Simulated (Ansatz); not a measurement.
# Run report: C₂H₆BFN₂, geometry relaxation (part 2 of 2)

C₂H₆BFN₂, SMILES N=CC(N)BF; RKS r2SCAN-D4/STO-3G (Ansatz 0.2.0). It belongs to a series of runs on one base structure; here: end point A relaxed.

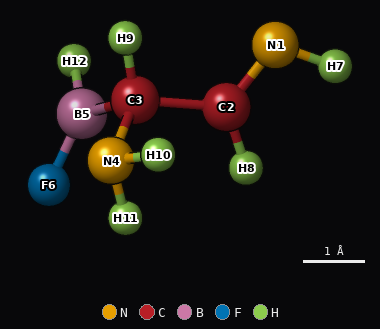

Figure 1. The geometry at step 19 of the log (ball-and-stick view, seen at a tilt; atoms are numbered from 1 in the order of the input).

**Trajectory as extended XYZ, continued**
```
12
Properties=species:S:1:pos:R:3:forces:R:3 step=8 energy=-8428.36090
N    -1.9153    0.3542    1.0632    0.4644  -0.2780  -0.2577
C    -0.8104   -0.2838    0.7098   -0.3002   0.2924   0.1442
C    -0.0077    0.1467   -0.5421    0.0646   0.0197   0.1070
N     0.7315   -1.0162   -1.2151   -0.1256  -0.0833  -0.0832
B     1.0744    1.2861   -0.1674    0.1397   0.0195   0.0127
F     2.1070    1.0013    0.5945   -0.1928  -0.0881  -0.1106
H    -2.2422   -0.1462    1.9571   -0.1086  -0.0240   0.1186
H    -0.3619   -1.1408    1.2661    0.0066   0.0555  -0.0025
H    -0.7210    0.5580   -1.2766   -0.0222   0.0458  -0.0424
H    -0.0293   -1.7528   -1.3500    0.1013   0.0751   0.0200
H     1.2879   -1.4486   -0.4188    0.0267  -0.0321   0.0520
H     0.9641    2.3870   -0.5866   -0.0539  -0.0025   0.0419
12
Properties=species:S:1:pos:R:3:forces:R:3 step=9 energy=-8428.36968
N    -1.9790    0.2880    0.9968    1.1699  -0.5858  -0.3510
C    -0.7913   -0.2624    0.7249   -1.0537   0.7237   0.0272
C     0.0004    0.1552   -0.5333    0.0449   0.1359  -0.0984
N     0.7071   -1.0267   -1.2157   -0.1651  -0.0873  -0.0490
B     1.1037    1.2792   -0.1753    0.0003   0.0897   0.1223
F     2.1706    0.9676    0.5266   -0.1774  -0.0503  -0.1606
H    -2.2868   -0.1942    1.9084   -0.1060  -0.0144   0.1451
H    -0.2856   -1.0333    1.3409    0.0510  -0.1027   0.1649
H    -0.7170    0.5847   -1.2604    0.0719  -0.0757   0.0828
H    -0.0689   -1.7529   -1.3237    0.1087   0.0820   0.0208
H     1.2757   -1.4618   -0.4283    0.0156  -0.0168   0.0411
H     0.9482    2.4015   -0.5268    0.0400  -0.0983   0.0548
12
Properties=species:S:1:pos:R:3:forces:R:3 step=11 energy=-8428.40177
N    -2.0330    0.1660    0.9096    0.0831  -0.1636  -0.0380
C    -0.7859   -0.2153    0.7176    0.2161  -0.0663   0.2888
C    -0.0085    0.1660   -0.5561    0.0927   0.1110  -0.0424
N     0.6923   -1.0333   -1.2176   -0.2205   0.0596   0.0395
B     1.1080    1.2505   -0.1663    0.1488   0.1175   0.0340
F     2.2147    0.8643    0.4309   -0.2028  -0.0154  -0.1215
H    -2.3041   -0.2416    1.8729   -0.0147   0.0706  -0.0550
H    -0.1685   -0.8029    1.4430   -0.2094   0.0062  -0.0725
H    -0.7301    0.5808   -1.2794    0.0196   0.0670  -0.0686
H    -0.1029   -1.7363   -1.3167    0.1570  -0.1392   0.0505
H     1.2517   -1.4511   -0.4120   -0.0722  -0.1176  -0.0448
H     0.9435    2.3976   -0.3918    0.0023   0.0703   0.0302
12
Properties=species:S:1:pos:R:3:forces:R:3 step=13 energy=-8428.41856
N    -2.0412    0.1192    0.8620    0.1296  -0.1678   0.0208
C    -0.7636   -0.1888    0.7374   -0.3486   0.0358  -0.1134
C     0.0101    0.1906   -0.5449   -0.0736   0.0542  -0.0289
N     0.6514   -1.0513   -1.1941    0.0547   0.0198   0.0346
B     1.1316    1.2785   -0.1740    0.1910  -0.0259  -0.1743
F     2.2827    0.8602    0.3004   -0.0589   0.0733   0.0113
H    -2.3492   -0.3175    1.8020    0.0413   0.1222  -0.0305
H    -0.1744   -0.7712    1.4786    0.0709  -0.0325   0.0270
H    -0.7146    0.6162   -1.2685    0.0733  -0.0930   0.1319
H    -0.1391   -1.7644   -1.2373   -0.0909   0.1009   0.0148
H     1.2357   -1.4689   -0.4070    0.0498   0.0639   0.0080
H     0.9477    2.4422   -0.3205   -0.0386  -0.1511   0.0990
12
Properties=species:S:1:pos:R:3:forces:R:3 step=14 energy=-8428.42667
N    -2.0488    0.0986    0.8446    0.1026  -0.1030   0.0733
C    -0.7679   -0.1943    0.7278   -0.0947   0.0980   0.0765
C     0.0103    0.1880   -0.5505   -0.0526  -0.0421  -0.0191
N     0.6516   -1.0529   -1.1982    0.0194  -0.0079  -0.0021
B     1.1358    1.2702   -0.1792   -0.0480   0.0665  -0.0152
F     2.2872    0.8510    0.2863    0.0844   0.0067  -0.0004
H    -2.3461   -0.2976    1.8064    0.0250   0.0416  -0.1036
H    -0.1615   -0.7381    1.4904   -0.0513   0.0160  -0.0661
H    -0.7152    0.6095   -1.2711    0.0242  -0.0253   0.0331
H    -0.1444   -1.7605   -1.2313   -0.0235   0.0367   0.0056
H     1.2412   -1.4638   -0.4112    0.0179   0.0293  -0.0021
H     0.9348    2.4348   -0.2799   -0.0035  -0.1165   0.0202
12
Properties=species:S:1:pos:R:3:forces:R:3 step=16 energy=-8428.43332
N    -2.0698    0.0603    0.8042    0.0196   0.0139   0.0001
C    -0.7751   -0.1736    0.7361   -0.0160  -0.0376  -0.0207
C     0.0136    0.1935   -0.5413    0.0098  -0.0029   0.0340
N     0.6357   -1.0539   -1.1917   -0.0440  -0.0681   0.0703
B     1.1553    1.2606   -0.1829   -0.0111   0.0394  -0.0135
F     2.3488    0.8322    0.1568   -0.0476   0.0329  -0.0302
H    -2.3827   -0.3224    1.7634    0.0127   0.0012  -0.0082
H    -0.1754   -0.6835    1.5240    0.0052   0.0096  -0.0031
H    -0.7148    0.6155   -1.2575    0.0213   0.0383  -0.0105
H    -0.1557   -1.7677   -1.1648    0.0251   0.0113  -0.0313
H     1.2700   -1.4385   -0.4260    0.0016   0.0085  -0.0116
H     0.9272    2.4224   -0.1862    0.0233  -0.0464   0.0249
12
Properties=species:S:1:pos:R:3:forces:R:3 step=17 energy=-8428.43491
N    -2.0739    0.0516    0.7884    0.0561  -0.0071  -0.0214
C    -0.7756   -0.1692    0.7364   -0.0588   0.0166  -0.0204
C     0.0181    0.1944   -0.5385    0.0154  -0.0198   0.0288
N     0.6297   -1.0611   -1.1833   -0.0184  -0.0550   0.0585
B     1.1611    1.2611   -0.1860    0.0287   0.0423   0.0381
F     2.3719    0.8351    0.0944   -0.1013   0.0732  -0.0444
H    -2.3938   -0.3307    1.7448    0.0066   0.0040   0.0261
H    -0.1781   -0.6639    1.5352    0.0006  -0.0073  -0.0079
H    -0.7070    0.6213   -1.2553    0.0034   0.0133  -0.0205
H    -0.1632   -1.7737   -1.1464    0.0493   0.0403  -0.0124
H     1.2721   -1.4406   -0.4209   -0.0343   0.0082  -0.0315
H     0.9157    2.4204   -0.1347    0.0528  -0.1087   0.0071
12
Properties=species:S:1:pos:R:3:forces:R:3 step=19 energy=-8428.43754
N    -2.0765    0.0566    0.7776    0.0343   0.0257  -0.0192
C    -0.7785   -0.1656    0.7351   -0.0689   0.0054  -0.0643
C     0.0247    0.1891   -0.5347    0.0181  -0.0154  -0.0138
N     0.6368   -1.0712   -1.1691    0.0061   0.0064   0.0267
B     1.1624    1.2618   -0.1864   -0.0953   0.1446   0.0378
F     2.3944    0.8577    0.0042    0.0478   0.0152  -0.0102
H    -2.4003   -0.3181    1.7349   -0.0176  -0.0145   0.0410
H    -0.1888   -0.6619    1.5366    0.0287  -0.0143   0.0411
H    -0.6927    0.6182   -1.2596    0.0025  -0.0196  -0.0004
H    -0.1608   -1.7778   -1.1481    0.0277   0.0223   0.0071
H     1.2650   -1.4551   -0.3979   -0.0384  -0.0018  -0.0273
H     0.8915    2.4113   -0.0584    0.0551  -0.1539  -0.0184
12
Properties=species:S:1:pos:R:3:forces:R:3 step=21 energy=-8428.43858
N    -2.0769    0.0652    0.7786   -0.0081  -0.0168  -0.0362
C    -0.7817   -0.1697    0.7341   -0.0380   0.0555  -0.0169
C     0.0275    0.1850   -0.5324   -0.0132   0.0023   0.0498
N     0.6429   -1.0720   -1.1651    0.0267  -0.0234  -0.0089
B     1.1600    1.2622   -0.1806    0.1018   0.0339  -0.0632
F     2.4044    0.8709   -0.0291   -0.1095   0.0361   0.0037
H    -2.4056   -0.3118    1.7339    0.0021   0.0130   0.0295
H    -0.1949   -0.6627    1.5399    0.0257  -0.0456   0.0197
H    -0.6880    0.6130   -1.2604    0.0097  -0.0073   0.0036
H    -0.1553   -1.7772   -1.1568   -0.0026   0.0154  -0.0033
H     1.2602   -1.4633   -0.3901   -0.0035   0.0020  -0.0025
H     0.8844    2.4053   -0.0378    0.0090  -0.0650   0.0248
12
Properties=species:S:1:pos:R:3:forces:R:3 step=22 energy=-8428.43953
N    -2.0709    0.1002    0.7847    0.1273  -0.0172   0.0073
C    -0.7822   -0.1763    0.7353   -0.1133   0.0287  -0.0150
C     0.0368    0.1732   -0.5279   -0.0419  -0.0391  -0.0326
N     0.6631   -1.0796   -1.1600    0.0031   0.0368   0.0272
B     1.1545    1.2680   -0.1819   -0.0366  -0.1197  -0.0205
F     2.4091    0.9055   -0.0786    0.0482   0.0204   0.0034
H    -2.4084   -0.2671    1.7417    0.0118  -0.0129  -0.0093
H    -0.2086   -0.7024    1.5330   -0.0180   0.0268  -0.0277
H    -0.6751    0.5939   -1.2650    0.0052   0.0062   0.0402
H    -0.1424   -1.7760   -1.1835    0.0167  -0.0124   0.0111
H     1.2546   -1.4850   -0.3723   -0.0095  -0.0160  -0.0072
H     0.8466    2.3904    0.0085    0.0070   0.0982   0.0233
12
Properties=species:S:1:pos:R:3:forces:R:3 step=24 energy=-8428.43994 accepted=F
N    -2.0693    0.1040    0.7842   -0.1079  -0.0317  -0.0166
C    -0.7851   -0.1751    0.7309    0.1174   0.0218   0.0466
C     0.0354    0.1723   -0.5300   -0.0016   0.0056   0.0065
N     0.6619   -1.0815   -1.1552    0.0185  -0.0042  -0.0260
B     1.1541    1.2654   -0.1825    0.0039  -0.0156   0.0049
F     2.4126    0.9095   -0.0949   -0.0022  -0.0016  -0.0069
H    -2.4066   -0.2736    1.7367   -0.0018   0.0294   0.0168
H    -0.2085   -0.6942    1.5306   -0.0236  -0.0192  -0.0304
H    -0.6752    0.5955   -1.2656   -0.0040   0.0010  -0.0093
H    -0.1412   -1.7803   -1.1805    0.0011   0.0017   0.0101
H     1.2516   -1.4849   -0.3656    0.0000  -0.0086   0.0012
H     0.8474    2.3877    0.0260    0.0002   0.0215   0.0030
12
Properties=species:S:1:pos:R:3:forces:R:3 step=26 energy=-8428.44050
N    -2.0739    0.1003    0.7797   -0.0183  -0.0063  -0.0038
C    -0.7868   -0.1730    0.7328    0.0254  -0.0064   0.0052
C     0.0361    0.1716   -0.5277   -0.0015   0.0114   0.0089
N     0.6641   -1.0816   -1.1540    0.0009  -0.0057  -0.0060
B     1.1556    1.2653   -0.1833    0.0109  -0.0006   0.0146
F     2.4166    0.9128   -0.1186   -0.0149   0.0027  -0.0076
H    -2.4121   -0.2697    1.7350    0.0017   0.0075   0.0009
H    -0.2138   -0.6937    1.5333   -0.0055  -0.0016  -0.0036
H    -0.6741    0.5944   -1.2643    0.0002   0.0010  -0.0063
H    -0.1382   -1.7813   -1.1768   -0.0052  -0.0012  -0.0014
H     1.2548   -1.4852   -0.3652    0.0046   0.0023   0.0043
H     0.8488    2.3850    0.0432    0.0017  -0.0031  -0.0051
12
Properties=species:S:1:pos:R:3:forces:R:3 step=27 energy=-8428.44054
N    -2.0747    0.1005    0.7787   -0.0041  -0.0049  -0.0011
C    -0.7874   -0.1734    0.7331    0.0098  -0.0037   0.0004
C     0.0366    0.1712   -0.5267   -0.0023   0.0068   0.0123
N     0.6651   -1.0818   -1.1532    0.0006  -0.0043  -0.0022
B     1.1558    1.2652   -0.1825    0.0144   0.0039  -0.0016
F     2.4178    0.9147   -0.1268   -0.0180   0.0033  -0.0018
H    -2.4136   -0.2681    1.7344    0.0014   0.0039  -0.0012
H    -0.2156   -0.6945    1.5341   -0.0038   0.0001  -0.0021
H    -0.6731    0.5940   -1.2639    0.0004   0.0019  -0.0038
H    -0.1374   -1.7813   -1.1769   -0.0033  -0.0009  -0.0010
H     1.2552   -1.4858   -0.3641    0.0027   0.0018   0.0022
H     0.8485    2.3841    0.0478    0.0021  -0.0078  -0.0002
12
Properties=species:S:1:pos:R:3:forces:R:3 step=29 energy=-8428.44057
N    -2.0758    0.1000    0.7767    0.0073  -0.0006   0.0024
C    -0.7883   -0.1737    0.7334   -0.0060   0.0011  -0.0053
C     0.0371    0.1709   -0.5253   -0.0006   0.0012   0.0063
N     0.6660   -1.0822   -1.1517   -0.0004  -0.0016   0.0014
B     1.1564    1.2653   -0.1826    0.0128   0.0036  -0.0017
F     2.4196    0.9175   -0.1400   -0.0143   0.0037  -0.0001
H    -2.4158   -0.2666    1.7327   -0.0003  -0.0018  -0.0027
H    -0.2180   -0.6947    1.5354    0.0007   0.0017   0.0013
H    -0.6717    0.5937   -1.2635   -0.0003   0.0008   0.0000
H    -0.1366   -1.7817   -1.1758    0.0002   0.0001   0.0001
H     1.2558   -1.4860   -0.3621   -0.0006   0.0005  -0.0010
H     0.8485    2.3821    0.0569    0.0017  -0.0088  -0.0006
```

The run was set up as follows.

**Input**
```yaml
crystal:
  periodic: [false, false, false]
  atoms:
    - { symbol: "N", position_ang: [-1.6338, 0.3668, 1.195] }
    - { symbol: C, position_ang: [-0.7925, -0.351, 0.6602] }
    - { symbol: C, position_ang: [-0.057, 0.1031, -0.5713] }
    - { symbol: "N", position_ang: [0.7964, -0.9972, -1.156] }
    - { symbol: B, position_ang: [0.9844, 1.2747, -0.197] }
    - { symbol: F, position_ang: [2.0398, 1.0747, 0.7789] }
    - { symbol: H, position_ang: [-2.1862, 0.1066, 2.0148] }
    - { symbol: H, position_ang: [-0.5614, -1.3107, 1.0864] }
    - { symbol: H, position_ang: [-0.7401, 0.5066, -1.2688] }
    - { symbol: H, position_ang: [0.0418, -1.7293, -1.4549] }
    - { symbol: H, position_ang: [1.3173, -1.4579, -0.4047] }
    - { symbol: H, position_ang: [0.8684, 2.3584, -0.6485] }
basis:
  gaussian: { orbitals: STO-3G }
hamiltonian:
  xc: r2scan
  dispersion: d4
relax:
  f_tol: 0.015
  max_steps: 40
```

Command:
```bash
ansatz run input.yaml --threads 1 --pin off --max-ram 2048MiB --backend cpu --events-out ev --progress --plain --runs-dir out
```

**Results in brief**

- outcome: converged
- total energy: −8428.4406 eV
- mean-field energy: −8428.3830 eV
- largest force (length of the vector) at the end: 0.015 eV/Å
- hardware: 1 thread of Arm Neoverse V1, 24 GiB of memory available, shared host
- wall time: 2.3 min
- peak memory: 0.17 GiB
